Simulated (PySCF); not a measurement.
Run report: H2O2, geometry relaxation (part 1 of 2)

System: H2O2.
Method: HF/3-21G, RHF (PySCF 2.14.0).

The geometry comes from this level: PBE0-D4/def2-TZVP symmetrised. Figures and captions count atoms from 1; the log counts them from 0 in places.

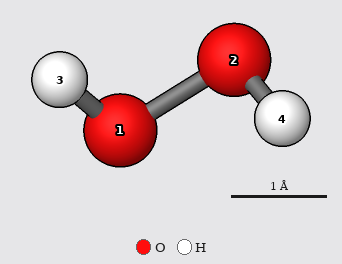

*The starting structure (ball-and-stick view, seen on its broad side; atoms are numbered from 1 in the order of the input).*

Bond lengths as drawn: H–O 0.96 Å and O–O 1.43 Å.

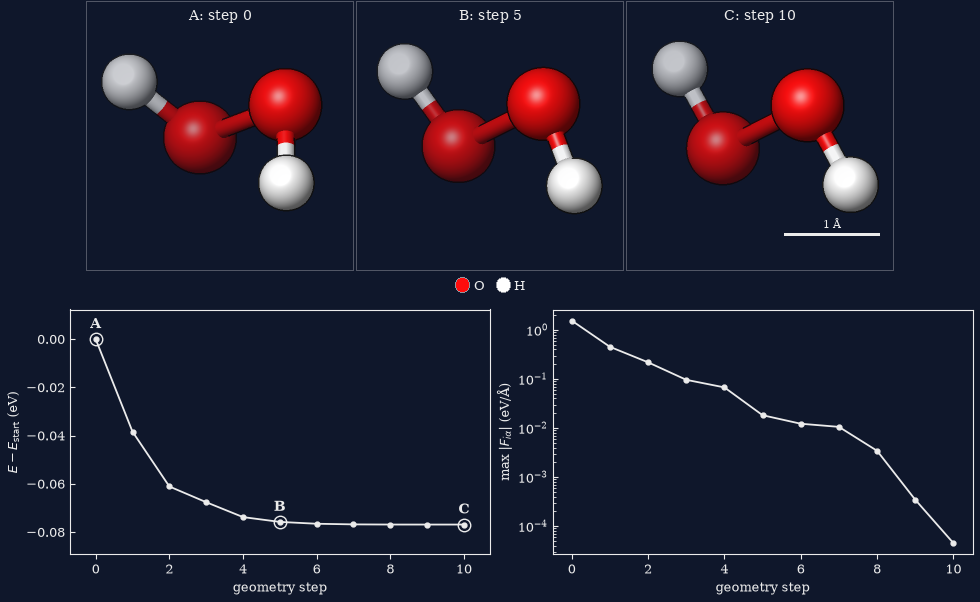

*Frames of the relaxation (ball-and-stick view, seen at a tilt) above the curves, on which the letters mark them (steps are counted from 0).*

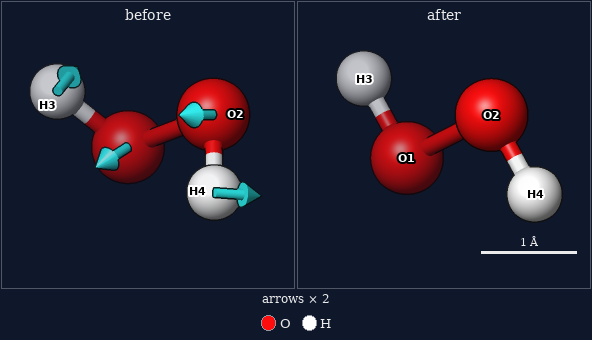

*Before (left) and after (right) the relaxation, at one scale (ball-and-stick view, seen at a tilt). The teal arrows give the displacements, magnified 2 times.*

After 10 geometry steps the energy has fallen by 0.077 eV. Largest force component: 1.5 eV/Å at the start, under 0.0001 eV/Å at the end. The largest moves after the best rigid fit, 0.29 Å, are those of H3 and H4. By element the largest moves are H 0.29 Å, O 0.27 Å. Among the contacts that change: O1–O2 1.426 → 1.473 Å, O1–H3 0.965 → 0.970 Å. (Atoms are counted from 1 in the order of the input.)

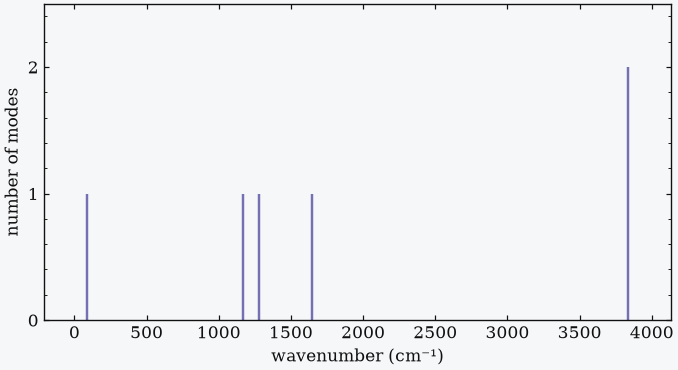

*Harmonic vibrational wavenumbers from the force constants; neighbouring modes closer than 17 cm⁻¹ are counted in one stick.*

6 modes from 89 to 3844 cm⁻¹, none imaginary.

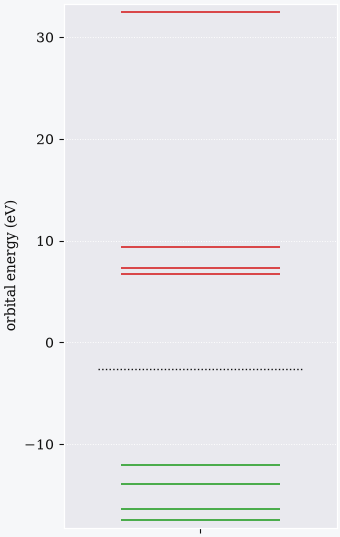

*Orbital energies near the frontier; the dotted line parts filled from empty levels, and levels within 0.02 eV of each other stand side by side.*

Highest filled −12.01 eV, lowest empty 6.70 eV, 18.71 eV apart.

The input that produced these results follows, with the program's output.

**Input (calc.py)**
```python
from pyscf import gto, symm
from pyscf.hessian import thermo
from pyscf.geomopt.geometric_solver import kernel as optimise

mol = gto.M(
    atom='O -0.293537 -0.646026 -0.074077; O 0.241559 0.663476 0.102225; H 0.379673 -1.181891 0.362755; H 0.445396 0.904902 -0.809558',
    basis='3-21g',
    charge=0,
    verbose=3,
    max_memory=1860,
)

mf = mol.RHF()
mf.conv_tol = 1e-10
converged, mol_eq = optimise(mf, maxsteps=80)
print('converged:', converged)
print(mol_eq.tostring())

mf.reset(mol_eq)
mol = mol_eq
mf.kernel()
energy = mf.e_tot
print('Final energy', energy)
hess = mf.Hessian().kernel()
modes = thermo.harmonic_analysis(mol, hess)
thermo.dump_normal_mode(mol, modes)
symm.geom.TOLERANCE = 1e-3  # for the symmetry number
th = thermo.thermo(mf, modes['freq_au'], 298.15, 101325)
thermo.dump_thermo(mol, th)
```

Command:
```bash
OMP_NUM_THREADS=1 python calc.py
```

**Log**
```
#|     Arguments passed to driver run_optimizer():      |#
customengine              <pyscf.geomopt.geometric_solver.PySCFEngine object>
maxiter                   80
----------------------------------------------------------
Custom engine selected.
Bonds will be generated from interatomic distances less than 1.20 times sum of covalent radii
12 internal coordinates being used (instead of 12 Cartesians)
Internal coordinate system (atoms numbered from 1):
Distance 1-2
Distance 1-3
Distance 2-4
Angle 2-1-3
Angle 1-2-4
Dihedral 3-1-2-4
Translation-X 1-4
Translation-Y 1-4
Translation-Z 1-4
Rotation-A 1-4
Rotation-B 1-4
Rotation-C 1-4
<class 'geometric.internal.Distance'> : 3
<class 'geometric.internal.Angle'> : 2
<class 'geometric.internal.Dihedral'> : 1
<class 'geometric.internal.TranslationX'> : 1
<class 'geometric.internal.TranslationY'> : 1
<class 'geometric.internal.TranslationZ'> : 1
<class 'geometric.internal.RotationA'> : 1
<class 'geometric.internal.RotationB'> : 1
<class 'geometric.internal.RotationC'> : 1
> ===== Optimization Info: ====
> Job type: Energy minimization
> Maximum number of optimization cycles: 80
> Initial / maximum trust radius (Angstrom): 0.100 / 0.300
> Convergence Criteria:
> Will converge when all 5 criteria are reached:
>  |Delta-E| < 1.00e-06
>  RMS-Grad  < 3.00e-04
>  Max-Grad  < 4.50e-04
>  RMS-Disp  < 1.20e-03
>  Max-Disp  < 1.80e-03
> === End Optimization Info ===

Geometry optimization cycle 1
Cartesian coordinates (Angstrom)
 Atom        New coordinates             dX        dY        dZ
   O  -0.293537  -0.646026  -0.074077    0.000000  0.000000  0.000000
   O   0.241559   0.663476   0.102225    0.000000 -0.000000 -0.000000
   H   0.379673  -1.181891   0.362755    0.000000  0.000000  0.000000
   H   0.445396   0.904902  -0.809558    0.000000  0.000000  0.000000

WARN: Mole.unit (angstrom) is changed to Bohr

converged SCF energy = -149.942995408991
--------------- RHF_Scanner gradients ---------------
         x                y                z
0 O     0.0143112612     0.0295295893     0.0058205474
1 O    -0.0125391912    -0.0301244578    -0.0067806431
2 H    -0.0014921353     0.0057022341    -0.0039901049
3 H    -0.0002799347    -0.0051073656     0.0049502006
----------------------------------------------
cycle 1: E = -149.942995409  dE = -149.943  norm(grad) = 0.0481945
Step    0 : Gradient = 2.410e-02/3.333e-02 (rms/max) Energy = -149.9429954090
Hessian Eigenvalues: 2.30000e-02 5.00000e-02 5.00000e-02 ... 4.16347e-01 5.44160e-01 5.44161e-01

Geometry optimization cycle 2
Cartesian coordinates (Angstrom)
 Atom        New coordinates             dX        dY        dZ
   O  -0.271117  -0.678872  -0.090281    0.022420 -0.032846 -0.016204
   O   0.279200   0.676159   0.085904    0.037641  0.012683 -0.016321
   H   0.346614  -1.234279   0.412151   -0.033059 -0.052388  0.049396
   H   0.418394   0.977453  -0.826430   -0.027002  0.072551 -0.016872
converged SCF energy = -149.944405312765
--------------- RHF_Scanner gradients ---------------
         x                y                z
0 O     0.0026698685    -0.0062114681     0.0088009248
1 O    -0.0026853007     0.0062167168    -0.0087925505
2 H    -0.0033630074    -0.0056750501    -0.0027120378
3 H     0.0033784395     0.0056698015     0.0027036635
----------------------------------------------
cycle 2: E = -149.944405313  dE = -0.0014099  norm(grad) = 0.0186568
Step    1 : Displace = 6.372e-02/7.923e-02 (rms/max) Trust = 1.000e-01 (=) Grad = 9.328e-03/1.110e-02 (rms/max) E (change) = -149.9444053128 (-1.410e-03) Quality = 0.615
Hessian Eigenvalues: 1.94423e-02 5.00000e-02 5.00000e-02 ... 5.39590e-01 5.44161e-01 5.54646e-01

Geometry optimization cycle 3
Cartesian coordinates (Angstrom)
 Atom        New coordinates             dX        dY        dZ
   O  -0.264665  -0.678007  -0.120668    0.006452  0.000865 -0.030387
   O   0.304921   0.664493   0.098868    0.025721 -0.011667  0.012964
   H   0.338747  -1.210895   0.424893   -0.007867  0.023384  0.012742
   H   0.394088   0.964870  -0.821748   -0.024307 -0.012583  0.004681
converged SCF energy = -149.945239756761
--------------- RHF_Scanner gradients ---------------
         x                y                z
0 O    -0.0034508661    -0.0033162493    -0.0007019213
1 O     0.0006663881     0.0042510219     0.0022099247
2 H     0.0016662299    -0.0006880667    -0.0001111880
3 H     0.0011182481    -0.0002467059    -0.0013968154
----------------------------------------------
cycle 3: E = -149.945239757  dE = -0.000834444  norm(grad) = 0.00730221
Step    2 : Displace = 2.947e-02/3.119e-02 (rms/max) Trust = 1.000e-01 (=) Grad = 3.651e-03/4.837e-03 (rms/max) E (change) = -149.9452397568 (-8.344e-04) Quality = 1.110
Hessian Eigenvalues: 1.48262e-02 5.00000e-02 5.00000e-02 ... 4.86308e-01 5.44161e-01 5.47248e-01

Geometry optimization cycle 4
Cartesian coordinates (Angstrom)
 Atom        New coordinates             dX        dY        dZ
   O  -0.243803  -0.680973  -0.141920    0.020862 -0.002966 -0.021252
   O   0.331523   0.651524   0.094416    0.026602 -0.012969 -0.004452
   H   0.317858  -1.210719   0.447826   -0.020889  0.000176  0.022933
   H   0.367512   0.980629  -0.818977   -0.026576  0.015759  0.002771
converged SCF energy = -149.945479141079
--------------- RHF_Scanner gradients ---------------
         x                y                z
0 O    -0.0016692835     0.0002469156    -0.0008932539
1 O    -0.0001351022     0.0003588169     0.0018704200
2 H     0.0013652718     0.0001973670     0.0000564411
3 H     0.0004391139    -0.0008030995    -0.0010336072
----------------------------------------------
cycle 4: E = -149.945479141  dE = -0.000239384  norm(grad) = 0.00333213
Step    3 : Displace = 3.048e-02/3.103e-02 (rms/max) Trust = 1.414e-01 (+) Grad = 1.666e-03/1.909e-03 (rms/max) E (change) = -149.9454791411 (-2.394e-04) Quality = 1.550
Hessian Eigenvalues: 5.70973e-03 5.00000e-02 5.00000e-02 ... 5.37054e-01 5.44161e-01 6.18503e-01

Geometry optimization cycle 5
Cartesian coordinates (Angstrom)
 Atom        New coordinates             dX        dY        dZ
   O  -0.202605  -0.692063  -0.176791    0.041197 -0.011090 -0.034871
   O   0.381089   0.632144   0.080136    0.049565 -0.019380 -0.014280
   H   0.275651  -1.211911   0.488447   -0.042207 -0.001192  0.040621
   H   0.318957   1.012291  -0.810447   -0.048555  0.031662  0.008530
converged SCF energy = -149.945706058172
--------------- RHF_Scanner gradients ---------------
         x                y                z
0 O    -0.0000093006     0.0013100793    -0.0001614944
1 O    -0.0005051710    -0.0011373521     0.0004400799
2 H     0.0004426110     0.0005236028    -0.0001751251
3 H     0.0000718606    -0.0006963301    -0.0001034604
----------------------------------------------
cycle 5: E = -149.945706058  dE = -0.000226917  norm(grad) = 0.00211811
Step    4 : Displace = 5.687e-02/5.860e-02 (rms/max) Trust = 2.000e-01 (+) Grad = 1.059e-03/1.320e-03 (rms/max) E (change) = -149.9457060582 (-2.269e-04) Quality = 1.333
Hessian Eigenvalues: 3.45620e-03 5.00000e-02 5.00000e-02 ... 5.41920e-01 5.44161e-01 6.20215e-01

Geometry optimization cycle 6
Cartesian coordinates (Angstrom)
 Atom        New coordinates             dX        dY        dZ
   O  -0.172553  -0.702140  -0.199214    0.030052 -0.010077 -0.022423
   O   0.415872   0.620455   0.067449    0.034783 -0.011689 -0.012688
   H   0.244638  -1.210267   0.514324   -0.031013  0.001644  0.025877
   H   0.285134   1.032413  -0.801214   -0.033822  0.020122  0.009234
converged SCF energy = -149.945779361499
--------------- RHF_Scanner gradients ---------------
         x                y                z
0 O    -0.0001207435     0.0002617267    -0.0000881692
1 O    -0.0001080747    -0.0001848449     0.0002120793
2 H     0.0001823710     0.0002778802    -0.0001325593
3 H     0.0000464472    -0.0003547620     0.0000086492
----------------------------------------------
cycle 6: E = -149.945779361  dE = -7.33033e-05  norm(grad) = 0.000661677
Step    5 : Displace = 3.963e-02/4.043e-02 (rms/max) Trust = 2.828e-01 (+) Grad = 3.308e-04/3.579e-04 (rms/max) E (change) = -149.9457793615 (-7.330e-05) Quality = 1.410
Hessian Eigenvalues: 1.92968e-03 5.00000e-02 5.00000e-02 ... 5.41377e-01 5.44161e-01 6.12282e-01
```
